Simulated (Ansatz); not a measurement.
# Si$_{2}$H$_{6}$O$_{2}$: nudged elastic band

System: Si$_{2}$H$_{6}$O$_{2}$.
Method: RKS PBE0-D4/def2-SVP (Ansatz 0.2.0).

Figures and captions count atoms from 1; the log counts them from 0 in places.

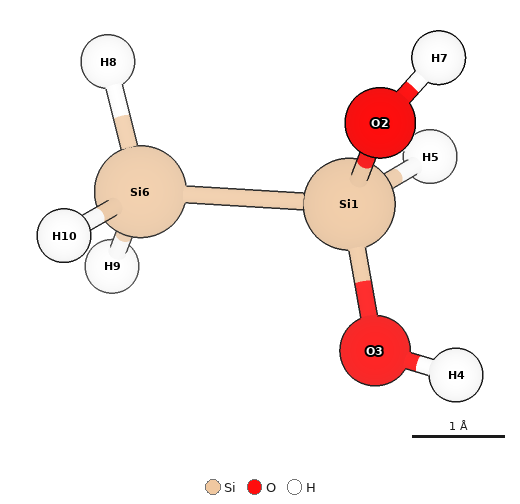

Fig. 1: The structure as given in the input (ball-and-stick view, seen at an oblique angle; atoms are numbered from 1 in the order of the input). Bond lengths as drawn: H–O 0.96 Å, H–Si 1.49 to 1.50 Å, O–Si 1.64 to 1.65 Å and Si–Si 2.34 Å.

Results in brief:

- outcome: converged
- barrier, forward: 2.074 eV
- barrier, backward: 0.022 eV
- dipole moment (one image of the band): 3.72 D
- hardware: 4 threads of Intel Xeon, 15 GiB of memory available, shared host
- wall time: 70 s (CPU time 3.9 min)
- peak memory: 0.47 GiB

Input file:
```yaml
crystal:
  periodic: [false, false, false]
  atoms:
    - {symbol: Si, position_ang: [-0.293862, 0.285677, -0.562262]}
    - {symbol: O, position_ang: [0.844938, 1.390165, -1.016961]}
    - {symbol: O, position_ang: [-0.325972, -0.980221, -1.607250]}
    - {symbol: H, position_ang: [-0.495393, -0.799329, -2.533681]}
    - {symbol: H, position_ang: [-1.608903, 0.998815, -0.553709]}
    - {symbol: Si, position_ang: [0.245590, -0.649366, 1.512170]}
    - {symbol: H, position_ang: [0.548846, 2.289184, -1.162020]}
    - {symbol: H, position_ang: [0.273484, 0.423515, 2.544539]}
    - {symbol: H, position_ang: [-0.770917, -1.658619, 1.914593]}
    - {symbol: H, position_ang: [1.582088, -1.299621, 1.464679]}
basis:
  gaussian: {orbitals: def2-SVP}
hamiltonian: {xc: pbe0, dispersion: d4}
neb:
  images: 5
  climbing: true
  max_iterations: 40
  initial_path: idpp
  final_atoms:
    - {symbol: Si, position_ang: [-0.732727, -0.105292, -0.528275]}
    - {symbol: O, position_ang: [0.710867, 1.040747, -1.276106]}
    - {symbol: O, position_ang: [-0.752494, -1.056024, -1.737764]}
    - {symbol: H, position_ang: [0.720195, 0.474663, -2.077707]}
    - {symbol: H, position_ang: [-1.724728, 1.009967, -0.366850]}
    - {symbol: Si, position_ang: [0.190544, -0.723986, 1.540825]}
    - {symbol: H, position_ang: [0.441679, 1.930319, -1.539216]}
    - {symbol: H, position_ang: [0.489380, 0.485748, 2.359063]}
    - {symbol: H, position_ang: [-0.787694, -1.560782, 2.286902]}
    - {symbol: H, position_ang: [1.444878, -1.495159, 1.339229]}
```

Command:
```bash
ansatz run in.yaml --threads 4 --pin off --events-out ev --progress --plain --max-ram 9574MiB
```

Output:
```
Functional definition: PBE0
  name "PBE0"
  cite "Adamo & Barone, J. Chem. Phys. 110, 6158 (1999) doi:10.1063/1.478522"
  cite "Perdew, Burke & Ernzerhof, Phys. Rev. Lett. 77, 3865 (1996) doi:10.1103/PhysRevLett.77.3865"
  parent pbe
  parameter a = 0.25
  parameter kappa = 0.804
  parameter beta = 0.06672455060314922
  exchange = (1 - a)*pbe_x(kappa = kappa, mu = beta*pi^2/3) + a*exact_x
  correlation = pbe_c(beta = beta)
952 factors; integrals over basis functions are off by at most 3.1e-4 eV
mean field evaluation 1: about -19923.2042 eV, gradient 6.2e1 eV
mean field evaluation 2: about -19914.0150 eV, gradient 9.3e1 eV
mean field evaluation 4: about -19929.6777 eV, gradient 1.1e0 eV
mean field evaluation 8: about -19929.6786 eV, gradient 1.7e-2 eV
mean field -19929.67858909 eV, -732.4021793279 hartree, gradient 3.2e-5 eV, S^2 0.000000; 0 other end points of the search recorded, 0 dependent functions left out
the calculation of the forces begins
reference -19929.67861651 eV, -732.4021803353 hartree; 25, 25 occupied and 69, 69 virtual orbitals, 952 factors
954 factors; integrals over basis functions are off by at most 1.1e-3 eV
mean field evaluation 16: about -19860.2669 eV, gradient 1.6e2 eV
mean field -19927.62560253 eV, -732.3267334632 hartree, gradient 3.2e-5 eV, S^2 0.000000; 0 other end points of the search recorded, 0 dependent functions left out
[... from here on the field's lines of each further geometry are left out, up to the last ...]
WARN: NEB end point (image 0): max|allowed force component| = 5.315e-1 eV/Å (the criterion of neb.relax_end_points is 1.000e-2). That is over neb.f_tol: it is no minimum, so the barrier can be far off. Relax it first
WARN: NEB end point (image 6): max|allowed force component| = 6.411e-1 eV/Å (the criterion of neb.relax_end_points is 1.000e-2). That is over neb.f_tol: it is no minimum, so the barrier can be far off. Relax it first
NEB iter   1: max|band force component| = 5.894e0 eV/Å  barrier→ = 3.7317 eV  barrier← = 1.6803 eV  Δτ_max = 0.2000 Å  (170 SCF iters)
NEB iter   2: max|band force component| = 4.375e0 eV/Å  barrier→ = 2.4708 eV  barrier← = 0.4195 eV  Δτ_max = 0.2000 Å  (138 SCF iters)
NEB iter   3: max|band force component| = 1.450e1 eV/Å  barrier→ = 2.1249 eV  barrier← = 0.0736 eV  Δτ_max = 0.1010 Å  (138 SCF iters)
NEB iter   4: max|band force component| = 3.173e0 eV/Å  barrier→ = 2.0829 eV  barrier← = 0.0315 eV  Δτ_max = 0.1144 Å  (129 SCF iters)
NEB iter   5: max|band force component| = 1.335e0 eV/Å  barrier→ = 2.0764 eV  barrier← = 0.0250 eV  Δτ_max = 0.0926 Å  (121 SCF iters)
NEB iter   6: max|band force component| = 6.823e-1 eV/Å  barrier→ = 2.0739 eV  barrier← = 0.0225 eV  Δτ_max = 0.1005 Å  (120 SCF iters)
NEB iter   7: max|band force component| = 3.638e-1 eV/Å  barrier→ = 2.0739 eV  barrier← = 0.0225 eV  CI = image 5  Δτ_max = 0.1938 Å  (125 SCF iters)
NEB iter   8: max|band force component| = 8.099e-1 eV/Å  barrier→ = 2.0738 eV  barrier← = 0.0224 eV  CI = image 5  Δτ_max = 0.1007 Å  (124 SCF iters)
NEB iter   9: max|band force component| = 5.903e-1 eV/Å  barrier→ = 2.0738 eV  barrier← = 0.0224 eV  CI = image 5  Δτ_max = 0.1001 Å  (116 SCF iters)
NEB iter  10: max|band force component| = 3.057e-1 eV/Å  barrier→ = 2.0737 eV  barrier← = 0.0224 eV  CI = image 5  Δτ_max = 0.1996 Å  (116 SCF iters)
NEB iter  11: max|band force component| = 4.201e-1 eV/Å  barrier→ = 2.0737 eV  barrier← = 0.0224 eV  CI = image 5  Δτ_max = 0.1013 Å  (127 SCF iters)
NEB iter  12: max|band force component| = 1.649e-1 eV/Å  barrier→ = 2.0737 eV  barrier← = 0.0224 eV  CI = image 5  Δτ_max = 0.0962 Å  (119 SCF iters)
NEB iter  13: max|band force component| = 3.855e-1 eV/Å  barrier→ = 2.0737 eV  barrier← = 0.0223 eV  CI = image 5  Δτ_max = 0.0394 Å  (118 SCF iters)
NEB iter  14: max|band force component| = 6.123e-2 eV/Å  barrier→ = 2.0737 eV  barrier← = 0.0223 eV  CI = image 5  Δτ_max = 0.0473 Å  (113 SCF iters)
NEB iter  15: max|band force component| = 1.047e-1 eV/Å  barrier→ = 2.0737 eV  barrier← = 0.0223 eV  CI = image 5  Δτ_max = 0.0237 Å  (111 SCF iters)
NEB iter  16: max|band force component| = 9.142e-2 eV/Å  barrier→ = 2.0737 eV  barrier← = 0.0223 eV  CI = image 5  Δτ_max = 0.0179 Å  (107 SCF iters)
the calculation of the forces begins
reference -19928.75703798 eV, -732.3683129491 hartree; 25, 25 occupied and 69, 69 virtual orbitals, 952 factors
these checks for a lower state are left out or cut short: stability, starts, cluster_reference, orbital_swaps, neighbouring_geometries, increment
954 factors; integrals over basis functions are off by at most 9.8e-4 eV
mean field -19927.61435777 eV, -732.3263202259 hartree, gradient 1.3e-6 eV, S^2 0.000000; 0 other end points of the search recorded, 0 dependent functions left out
the calculation of the forces begins
reference -19927.61438480 eV, -732.3263212191 hartree; 25, 25 occupied and 69, 69 virtual orbitals, 954 factors
NEB iter  17: max|band force component| = 4.490e-2 eV/Å  barrier→ = 2.0737 eV  barrier← = 0.0223 eV  CI = image 5  CI's point: of a kind that is not told: the force calls were inconclusive, a negative curvature could not be distinguished from the path's own, the only one lies far off the path, or fixed occupations may fill a level only in part  Δτ_max = 0.0000 Å  (1123 SCF iters)
```

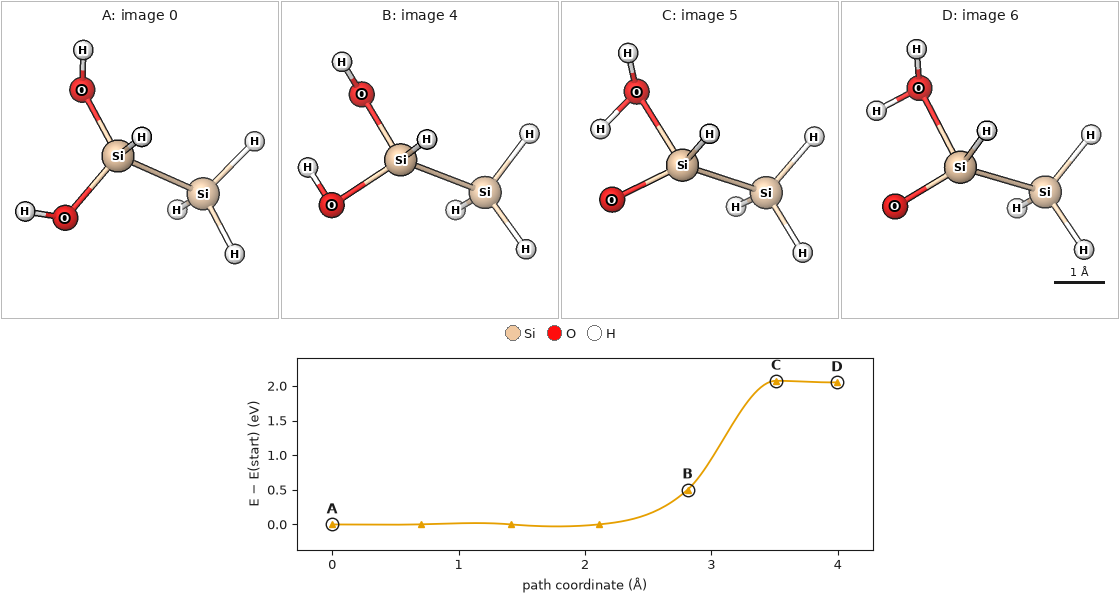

Fig. 2: Images of the last band (counted from 0; ball-and-stick, seen at a tilt) above the energy along the path; the line is a cubic interpolation that uses the forces. The highest image is number 5, 2.074 eV above the start and 0.022 eV above the end (the climbing image); the end lies 2.051 eV above the start. The path is 4.00 Å long. The band converged in 17 iterations. The end points carry forces over 0.1 eV/Å, so they aren't fully relaxed minima and the barriers are approximate.

```
Total energy: -19927.77289697 eV, -732.3321464341 hartree
Atom 0 at    -0.701422    -0.123250    -0.454187 Å, force    -0.001420    -0.001619     0.001550 eV/Å
Atom 1 at     0.546656     0.991222    -1.412913 Å, force     0.001824    -0.001090    -0.000231 eV/Å
Atom 2 at    -0.559249    -1.087303    -1.697762 Å, force    -0.000396     0.001061    -0.000411 eV/Å
Atom 3 at     0.340795     0.143641    -2.032261 Å, force     0.000483     0.000848     0.000903 eV/Å
Atom 4 at    -1.875928     0.801790    -0.306832 Å, force     0.000336     0.000567    -0.000685 eV/Å
Atom 5 at     0.345091    -0.560692     1.600409 Å, force    -0.000310     0.000334    -0.001542 eV/Å
Atom 6 at     0.205495     1.797626    -1.826870 Å, force    -0.001267     0.000072    -0.000915 eV/Å
Atom 7 at     0.508325     0.711066     2.373075 Å, force     0.000049    -0.000385     0.000552 eV/Å
Atom 8 at    -0.494433    -1.501740     2.403840 Å, force     0.000569    -0.000099     0.000157 eV/Å
Atom 9 at     1.684570    -1.172161     1.353600 Å, force     0.000131     0.000310     0.000622 eV/Å
Dipole moment:     0.057493     0.763778     0.109196 e Å
```

The last band as extended XYZ (Å, eV, eV/Å):
```
10
Properties=species:S:1:pos:R:3:forces:R:3 image=0 energy=-19929.84656
Si   -0.2939    0.2857   -0.5623   -0.2817   0.0372   0.4757
O     0.8449    1.3902   -1.0170    0.4464   0.2457  -0.1027
O    -0.3260   -0.9802   -1.6073    0.0330  -0.5315  -0.2190
H    -0.4954   -0.7993   -2.5337   -0.0251   0.0308  -0.1539
H    -1.6089    0.9988   -0.5537   -0.1382   0.0666   0.0457
Si    0.2456   -0.6494    1.5122   -0.0478   0.0606  -0.1483
H     0.5488    2.2892   -1.1620   -0.0259   0.1501  -0.0406
H     0.2735    0.4235    2.5445    0.0057   0.1025   0.1081
H    -0.7709   -1.6586    1.9146   -0.0974  -0.1013   0.0444
H     1.5821   -1.2996    1.4647    0.1311  -0.0605  -0.0093
10
Properties=species:S:1:pos:R:3:forces:R:3 image=1 energy=-19929.84486
Si   -0.3462    0.2730   -0.5446    0.0113  -0.0109   0.0153
O     0.7092    1.4900   -0.9796    0.0132  -0.0156   0.0016
O    -0.2275   -0.9972   -1.6121    0.0179   0.0320   0.0101
H    -0.1438   -0.7667   -2.5428   -0.0447  -0.0138  -0.0238
H    -1.7292    0.8604   -0.5371    0.0092   0.0058  -0.0180
Si    0.2547   -0.6456    1.5214    0.0023  -0.0029   0.0033
H     0.3223    2.3289   -1.2434   -0.0063   0.0008   0.0033
H     0.5779    0.4404    2.4987   -0.0154   0.0039   0.0033
H    -0.8703   -1.4584    2.0808    0.0039  -0.0109  -0.0063
H     1.4527   -1.5246    1.3588    0.0085   0.0116   0.0110
10
Properties=species:S:1:pos:R:3:forces:R:3 image=2 energy=-19929.84557
Si   -0.4189    0.2914   -0.5690   -0.0167   0.0081   0.0222
O     0.6047    1.5481   -0.9668   -0.0407  -0.0110   0.0394
O    -0.4945   -0.8691   -1.7567   -0.1232   0.0724  -0.0549
H     0.2877   -1.0744   -2.2733    0.1339  -0.0199   0.0755
H    -1.8182    0.8000   -0.4543   -0.0277   0.0147   0.0426
Si    0.3081   -0.6117    1.4738    0.0046  -0.0046  -0.0244
H     0.1776    2.3558   -1.2685    0.0505  -0.0444  -0.0762
H     0.6642    0.4809    2.4334   -0.0078  -0.0057  -0.0082
H    -0.8056   -1.4123    2.0746    0.0188  -0.0227  -0.0050
H     1.4948   -1.5084    1.3069    0.0082   0.0131  -0.0110
10
Properties=species:S:1:pos:R:3:forces:R:3 image=3 energy=-19929.84535
Si   -0.5066    0.2563   -0.5047    0.0203   0.0533  -0.0029
O     0.5768    1.4545   -0.9246   -0.0086   0.0955   0.0727
O    -0.5705   -0.8361   -1.7640   -0.0406   0.0102   0.0148
H     0.2433   -0.8126   -2.2788    0.0110  -0.1941  -0.0314
H    -1.8962    0.7822   -0.3430   -0.0107  -0.0175  -0.0052
Si    0.3243   -0.5942    1.5194    0.0101   0.0125  -0.0157
H     0.3017    2.0413   -1.6362    0.0091   0.0449   0.0118
H     0.5054    0.5499    2.4668    0.0073  -0.0101   0.0142
H    -0.6221   -1.5706    2.1451   -0.0045   0.0022  -0.0521
H     1.6436   -1.2705    1.3201    0.0066   0.0031  -0.0061
10
Properties=species:S:1:pos:R:3:forces:R:3 image=4 energy=-19929.34214
Si   -0.5671    0.1019   -0.4820    0.3382   0.5338  -0.0490
O     0.5629    1.1879   -1.1570   -0.0153   0.4520   0.5934
O    -0.4688   -0.9456   -1.7743    0.2244   0.2671  -0.1343
H     0.1887   -0.3242   -2.1885   -0.4360  -1.2816  -0.4140
H    -1.8900    0.7828   -0.3245   -0.0654  -0.1150  -0.0442
Si    0.3302   -0.5861    1.5764    0.0103   0.0198  -0.0430
H     0.2204    1.8796   -1.7312   -0.0518   0.1313   0.1553
H     0.4993    0.6553    2.3953    0.0082  -0.0168   0.0145
H    -0.5407   -1.5355    2.3375   -0.0241   0.0118  -0.0863
H     1.6649   -1.2161    1.3483    0.0115  -0.0022   0.0076
10
Properties=species:S:1:pos:R:3:forces:R:3 image=5 energy=-19927.77287
Si   -0.7014   -0.1232   -0.4542   -0.0014  -0.0016   0.0015
O     0.5467    0.9912   -1.4129    0.0018  -0.0011  -0.0002
O    -0.5592   -1.0873   -1.6978   -0.0004   0.0011  -0.0004
H     0.3408    0.1436   -2.0323    0.0005   0.0008   0.0009
H    -1.8759    0.8018   -0.3068    0.0003   0.0006  -0.0007
Si    0.3451   -0.5607    1.6004   -0.0003   0.0003  -0.0015
H     0.2055    1.7976   -1.8269   -0.0013   0.0001  -0.0009
H     0.5083    0.7111    2.3731    0.0000  -0.0004   0.0006
H    -0.4944   -1.5017    2.4038    0.0006  -0.0001   0.0002
H     1.6846   -1.1722    1.3536    0.0001   0.0003   0.0006
10
Properties=species:S:1:pos:R:3:forces:R:3 image=6 energy=-19927.79520
Si   -0.7177   -0.2139   -0.5160   -0.1520   0.2449   0.6411
O     0.5888    1.0423   -1.3356    0.1903   0.0579   0.1527
O    -0.6347   -1.2250   -1.6727    0.0663  -0.5092  -0.6270
H     0.6590    0.4382   -2.1058   -0.0032  -0.0434  -0.1293
H    -1.8266    0.7922   -0.4065   -0.0770   0.1003   0.0308
Si    0.2726   -0.6142    1.5758   -0.0621   0.0666  -0.1020
H     0.2223    1.8812   -1.6438   -0.0412   0.1209  -0.1105
H     0.4375    0.6636    2.3257    0.0254   0.1206   0.0847
H    -0.6056   -1.5122    2.3734   -0.0764  -0.0926   0.0838
H     1.6041   -1.2520    1.4057    0.1298  -0.0660  -0.0243
```

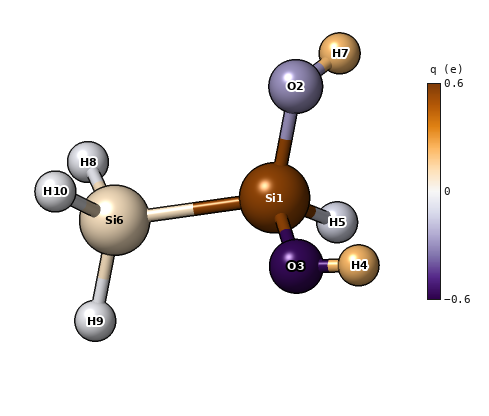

Fig. 3: Mulliken charges, as the colour of each atom (ball-and-stick view, seen at a tilt; atoms are numbered from 1 in the order of the input). By element: Si +0.09 to +0.56, O −0.57 to −0.29 and H −0.11 to +0.23 e.
